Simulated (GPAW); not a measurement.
# Quasiparticle gap of CuI (Marshite) in GPAW, part 2 of 2

How does a plane-wave GW calculation on CuI (Marshite) run from the first input to the gap?

GPAW 26.7.0; PBE and many-body steps on it, plane waves. Known limits of the many-body steps: not at the basis limit; d shell near the gap, gap tends to lie low; no spin-orbit coupling.

So far. Step 3 (Bands along the symmetry lines): The gap is 1.138 eV, as in the run before at this level. Step 4 (Empty states on the mesh, 4×4×4 mesh, 667 bands): On this mesh the gap is 1.138 eV.

The database entry behind the starting cell differs from later determinations by our own check (about 0.15 % long (mineral sample)), so it need not match the best structure at ambient conditions.

**5. Screening and self-energy, 4×4×4 mesh, 305 bands, screening to 180 eV**

G0W0 replaces the xc potential by the self-energy, built once from these orbitals. Only a window of levels is corrected, while the sums run over the empty bands that the input names.

This step: G0W0 on PBE, plane waves, PAW.

run.py

```python
import json
import numpy as np
from gpaw.mpi import world
from gpaw.response.g0w0 import G0W0

gw = G0W0('full.gpw',
    filename='gw',
    kpts=[0],
    bands=(7, 11),
    ecut=180,
    nbands=305,
    integrate_gamma='WS',
    ppa=True)
gw.calculate()
res = {mode: {k: v for k, v in r.items() if k != 'sigma_eskwn'}
       for mode, r in gw.all_results.items()}

if world.rank == 0:
    with open('result.json', 'w') as f:
        json.dump(res, f, default=lambda x: x.tolist())
```

Command:

```
$ mpirun -n 4 gpaw python run.py
```

Numbers of over 12 decimals in the logs are rounded to 6 here.

Log:

```text
Using integrator: PointIntegrator
FrequencyGridDescriptor(from 0.000+0.000j to 0.000+27.211j eV, 2 points)
Nonperiodic BCs:  [False False False]
Using integrator: PointIntegrator
FrequencyGridDescriptor(from 0.000+0.000j to 0.000+27.211j eV, 2 points)
Nonperiodic BCs:  [False False False]
  ___  _ _ _
 |   || | | |
 | | || | | |
 |__ ||_____|
 |___|

BZ k-points: Symmetries present (total): 24

  [... matrices ...]
64 k-points: 4 x 4 x 4 Monkhorst-Pack grid + [1/8,1/8,1/8]
8 k-points in the irreducible part of the Brillouin zone
       k-points in crystal coordinates                weights
   0:     0.00000000    0.00000000    0.00000000          1/64
   1:     0.25000000    0.25000000    0.00000000          6/64
   2:     0.25000000    0.25000000    0.25000000          8/64
   3:     0.50000000    0.25000000   -0.25000000          6/64
   4:     0.50000000    0.25000000    0.25000000         12/64
   5:     0.50000000    0.50000000    0.00000000          3/64
   6:     0.50000000    0.50000000    0.25000000         24/64
   7:     0.50000000    0.50000000    0.50000000          4/64

Distributing spins, k-points and bands (1 x 1 x 4) over 4 processes
Number of blocks: 1

Quasi particle states:
k-points (IBZ indices): [0]
Band range: (7, 11)
  [... matrices ...]
Computational parameters:
Plane wave cut-off: 180 eV
Number of bands: 305
Coulomb cutoff: None
Broadening: 0.1 eV

fxc modes: GW
Kernel: RPA
Using Godby-Needs plasmon-pole approximation:
  Fitting energy: i*E0, E0 = 1.000 Hartree
Summing all q:

Calculating screened Coulomb potential
No Coulomb truncation
FrequencyGridDescriptor(from 0.000+0.000j to 0.000+27.211j eV, 2 points)
Removing empty qpoint cache files...

Calculating chi0 body with:
    Ground state adapter containing:
    Number of spins: 1
    Number of kpoints: 64
    Number of irreducible kpoints: 8
    Number of completely occupied states: 9
    Number of partially occupied states: 9
    Occupied states memory: 2.145767 M / cpu

    Linear response parametrization:
    q_c: [0.0, 0.0, 0.0]
    Number of frequency points: 2
    Planewave cutoff: 180.0
    Number of bands: 305
    Number of planewaves: 307
    Broadening (eta): 1e-06
    comm.size: 4
    kncomm.size: 4
    blockcomm.size: 1

    Memory estimate of potentially large arrays:
        chi0_wGG: 2.876251 M / cpu
Integrating chi0 body.

Symmetries of q_c:
    Direct symmetries (Uq -> q): 24
    Indirect symmetries (TUq -> q): 24
In total 48 allowed symmetries.

  [... matrices ...]
8 groups of equivalent kpoints. 87.5% reduction.

Integral kind: response function
Integrating chi0 head and wings.

Symmetries of q_c:
    Direct symmetries (Uq -> q): 24
    Indirect symmetries (TUq -> q): 24
In total 48 allowed symmetries.

  [... matrices ...]
8 groups of equivalent kpoints. 87.5% reduction.

Integral kind: response function wings

Calculating chi0 body with:
    Ground state adapter containing:
    Number of spins: 1
    Number of kpoints: 64
    Number of irreducible kpoints: 8
    Number of completely occupied states: 9
    Number of partially occupied states: 9
    Occupied states memory: 2.145767 M / cpu

[... the further q-points ...]

Results:
f:      Occupation numbers
eps:     KS-eigenvalues [eV]
vxc:     KS vxc [eV]
exx:     Exact exchange [eV]
sigma:   Self-energies [eV]
dsigma:  Self-energy derivatives
Z:       Renormalization factors
qp:      QP-energies [eV]

k-point 0 (0): (0.000, 0.000, 0.000)                GW
band       f     eps     vxc     exx   sigma  dsigma       Z      qp
                                                                   GW
   7   1.000   4.474 -30.038 -36.126   5.379  -0.354   0.739   3.951
   8   1.000   4.474 -30.038 -36.126   5.379  -0.354   0.739   3.951
   9   0.000   5.612 -12.444  -8.089  -3.948  -0.232   0.812   5.942
  10   0.000   9.359 -11.141  -6.681  -4.205  -0.243   0.805   9.564
```

Elapsed: 1.7 min, on 4 MPI ranks of Arm Neoverse V1, shared host; peak memory 1.6 GiB; 6.9 min of CPU time.

Numbers from this step:

```
G0W0 gap on the points computed              : 1.991 eV
least direct G0W0 gap on the computed points : 1.991 eV
Z at the valence top                         : 0.7388
Z at the conduction bottom                   : 0.8117
starting gap on the mesh                     : 1.138 eV
k of the valence top                         : 0, 0, 0
k of the conduction bottom                   : 0, 0, 0
```

The gap on the mesh goes from 1.14 eV to 1.99 eV, a correction of +0.85 eV.

Limits: finite bands, cutoff and mesh; d shell near the gap, gap tends to lie low; no spin-orbit coupling. v1 is the top filled band, c1 the lowest empty one. The levels before and after the correction (eV, zero at the valence-band top of each column):

```csv
,conduction bottom,valence top
Kohn-Sham,1.14,0.00
G0W0,1.99,0.00
```

```csv
,level,energy (eV)
Kohn-Sham,Γ v2-v1,0.000
Kohn-Sham,Γ c1,1.137
Kohn-Sham,Γ c2,4.884
G0W0,Γ v2-v1,0.000
G0W0,Γ c1,1.991
G0W0,Γ c2,5.614
```

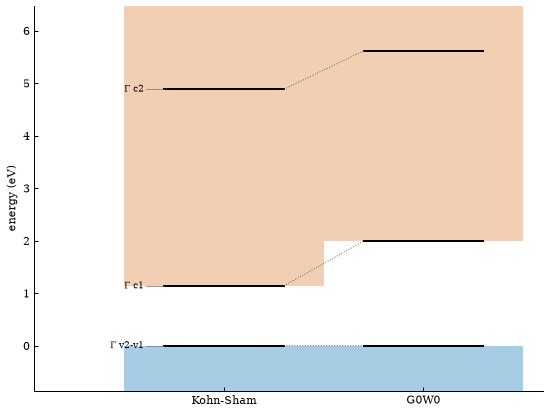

Levels before and after the correction. Shaded: valence and conduction bands.

**6. Where the time went**

Times are wall times on 4 MPI ranks of Arm Neoverse V1, shared host, good to a factor of about two.

```csv
step,time,share,memory (GiB)
ground state,6 s,4 %,0.65
bands along the symmetry lines,9.2 s,7 %,0.72
empty states on the mesh,21 s,15 %,1.9
screening and self-energy,1.7 min,74 %,1.6
```

**7. What came out**

- PBE gap: 1.14 eV, direct
- G0W0 gap on the mesh: 1.99 eV
- GW settings: 4×4×4 mesh, 305 bands, screening to 180 eV, Godby-Needs plasmon pole
- known limits: not at the basis limit; d shell near the gap, gap tends to lie low; no spin-orbit coupling

In words: G0W0 moves the gap on the mesh from 1.14 eV to 1.99 eV (+0.85 eV), with Z of 0.74 and 0.81 at the edges. Only 1 of the mesh's irreducible points was corrected, so a valley elsewhere could overtake. The dearest step here is «screening and self-energy». Bands and cutoff are finite, so the gap is not at the basis limit. The miss can reach some tenths of an eV and take either sign; the mesh is an error of its own. These stock PAW sets were not made for GW; the filled d or f shell of I lies in the frozen core, which bears on start and correction. In the G0W0 run levels were corrected at 1 k point alone, so a gap called «on the mesh» is the least over those, and an edge elsewhere would be missed. A d shell, filled or nearly so, lies near the gap. One-shot GW converges very slowly in bands there, not always from below, and on a semilocal start the gap tends to come out low; starts rich in exact exchange can overshoot instead. The many-body steps are scalar-relativistic: spin-orbit coupling is not in them.

[Paths, hosts, dates, memory and timing lines, banners, echoed tables and standing remarks are left out of the program output.]

[Logs are printed without paths, hosts, clocks, repeated set-up lines and the standing remarks that a program may print on its own settings, such as how far it seeks lower states.]

[Runs of the session that timed out or met a known fault of the program may be left out.]

[Hosts, paths, dates, database ids (printed as entryN), source tags and the programs' standing remarks are cut or masked in the printed files.]
